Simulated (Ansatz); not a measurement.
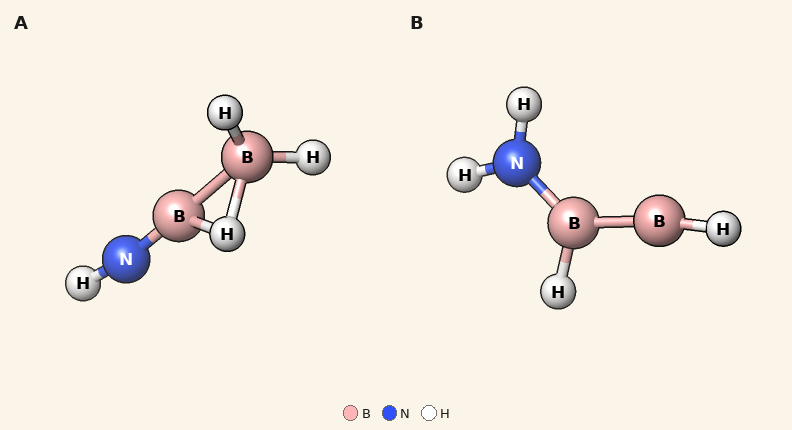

2 stationary structures of one formula. Charge 0, doublet. Geometries: PBE0-D4/def2-TZVP. Electronic energies: UHF-CCSD(T) (frozen core)/def2-TZVPP (Ansatz 0.2.0), without zero-point energy. No frequency run is at hand to confirm each as a minimum. Each is one conformer, not always the lowest.

Question: Rank them by energy, lowest first.

Answer: B is lowest (Cs); A lies 45.3 kJ/mol above it (Cs).
